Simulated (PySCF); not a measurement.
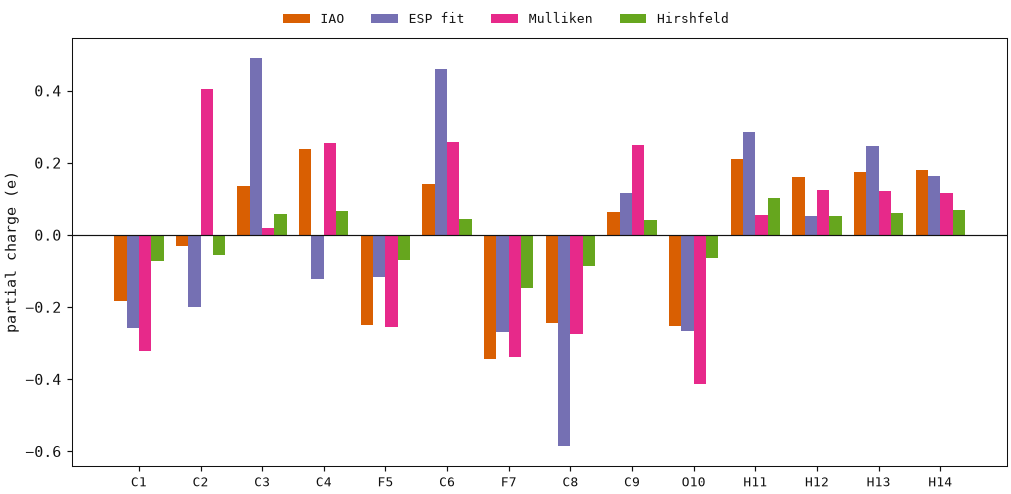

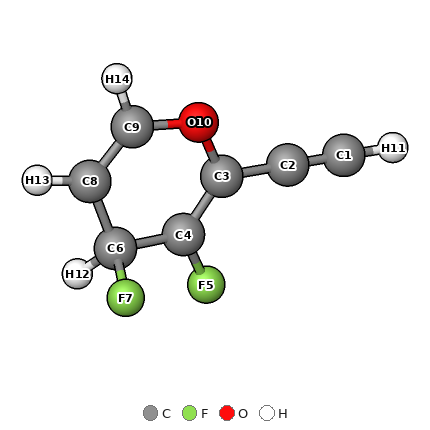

Atomic charges of C₇H₄F₂O, SMILES C#CC1=C(F)[C@@H](F)C=CO1 by 4 schemes, PBE0/pcSseg-1 in PySCF 2.14.0, at a GFN2-xTB geometry (no frequency check).

On which atom do the schemes disagree most?

On C2: IAO −0.03, ESP fit −0.20, Mulliken 0.41, Hirshfeld −0.06 e.

Which scheme gives the smallest charges overall?

Hirshfeld: mean absolute charge Hirshfeld 0.07, IAO 0.19, Mulliken 0.23, ESP fit 0.26 e.

Known limits of this run: the tight-binding geometry is rougher than a DFT one and adds to the error.
